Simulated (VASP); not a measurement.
Band structure of CsH (space group Pm-3m). Method: LDA (Ceperley-Alder, Perdew-Zunger), VASP's LDA PAW potentials (set 64) (plane waves; VASP).

Unless said otherwise, spin-orbit coupling is left out, though it shifts the bands of the heavy elements here.

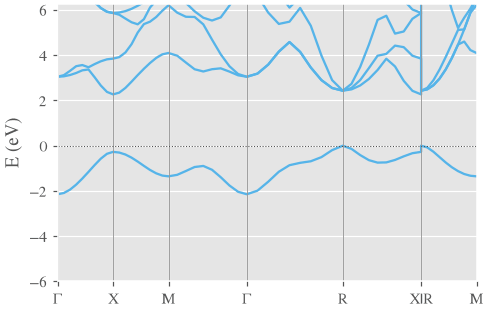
*Bands along high-symmetry lines, zero at the valence-band maximum or, without a gap, the Fermi level*

Q: Read the plot: is there a gap, and where are the band edges?

A: The gap is indirect, 2.27 eV, from the valence maximum at R to the conduction minimum at X.

The structure comes from a computed database's CsH entry (Pm-3m); how it stands against other phases isn't given here. The cell was not relaxed at this level.
